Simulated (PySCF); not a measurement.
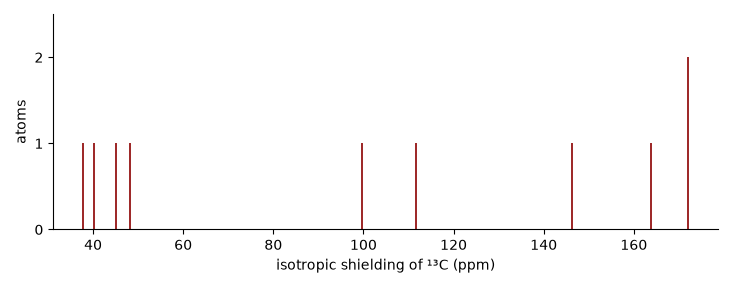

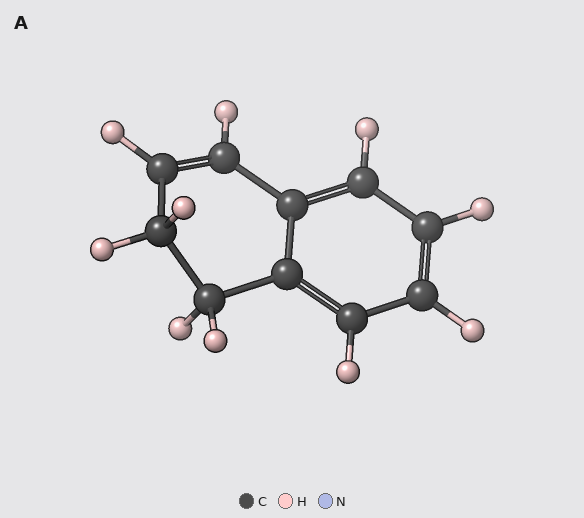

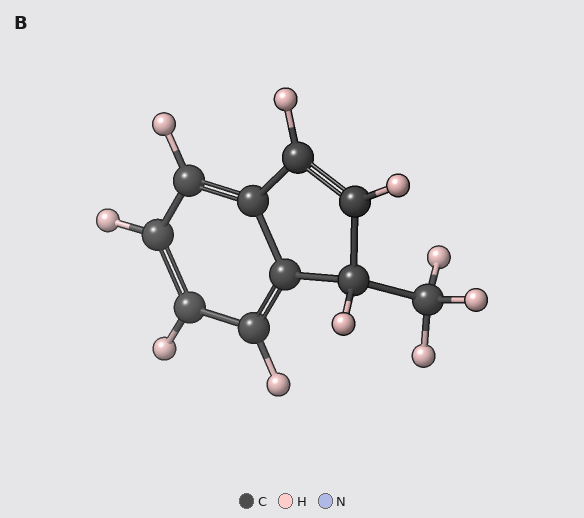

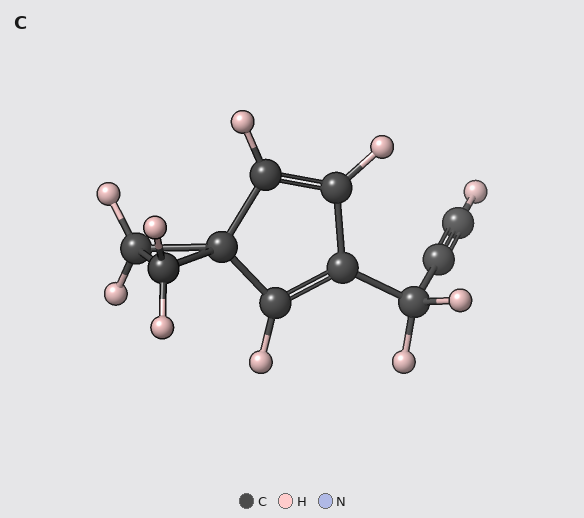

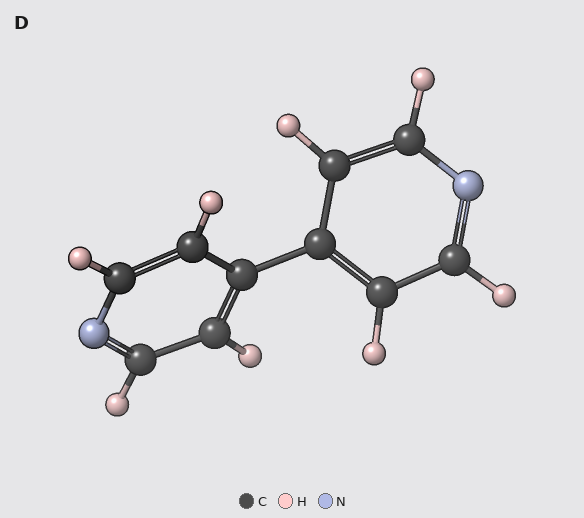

The sticks are computed shieldings of one of the molecules, for one fixed geometry (GFN2-xTB) without averaging over rotations. Low shielding means a high chemical shift. Method: GIAO PBE0/pcSseg-1 NMR shielding, non-relativistic, gas phase (PySCF 2.14.0).

Match the spectrum to a structure.

C, `C#CCC1=CC2(C=C1)CC2`. Its 10 C atoms give lines at 37.8, 40.2, 45.1, 48.2, 99.6, 111.6, 146.2, 163.8, 171.9 (2 atoms) ppm.
